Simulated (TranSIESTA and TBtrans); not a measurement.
Device: Si chain with one S atom inserted. Leads: straight Si chain, spacing 2.25 Å. Geometry: 3 atoms about the centre moved by SIESTA (PBE, DZP) to a largest force of 0.00 eV/Å, all others as built, motion along the axis alone.

TranSIESTA and TBtrans, PBE, DZP numerical orbitals (energy shift 0.15 eV), PseudoDojo norm-conserving scalar-relativistic potentials, mesh cutoff 200 Ry, 300 K, no spin polarisation, no spin-orbit coupling; self-consistent non-equilibrium Green functions.

Energies count from the leads' Fermi level. Transmissions are for one spin of a degenerate pair. The energy step is 0.01 eV; narrower resonances are cut or missed.

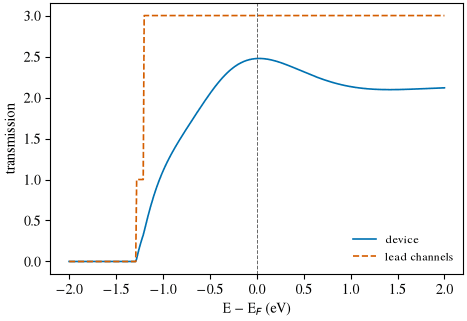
Figure. Transmission against energy

```csv
E (eV),T,lead channels
-2.00,0,0
-1.80,0,0
-1.60,0,0
-1.40,0,0
-1.20,0.37,band edge
-1.00,1.10,3
-0.80,1.53,3
-0.60,1.88,3
-0.40,2.20,3
-0.20,2.40,3
0.00,2.48,3
0.20,2.45,3
0.40,2.36,3
0.60,2.27,3
0.80,2.19,3
1.00,2.13,3
1.20,2.10,3
1.40,2.10,3
1.60,2.10,3
1.80,2.11,3
2.00,2.12,3
```

The straight chain is held at its spacing; free chains may zigzag or dimerise. No spin-polarised start was tried, so a magnetic state, if there is one, is missed.
